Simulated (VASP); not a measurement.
Band structure of AlNi (space group Pm-3m). All values below come from PBE GGA, VASP's PBE PAW potentials (set 64) (plane waves; VASP).

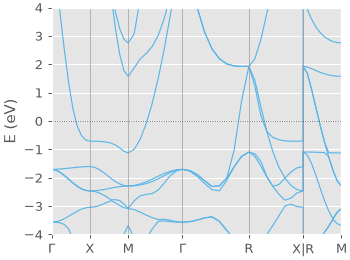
Fig. 1. Bands along high-symmetry lines, zero at the valence-band maximum or, without a gap, the Fermi level

**Question.** Read the plot: is there a gap, and where are the band edges?

**Answer.** It has no gap at this level: it comes out as a metal or semimetal.

The structure comes from a computed database's AlNi entry; how it stands against other phases isn't given here. The cell was not relaxed at this level. The run is not spin-polarised, so no magnetic state was tried. The electron count is odd and the run is not spin-polarised, which forces a metal.
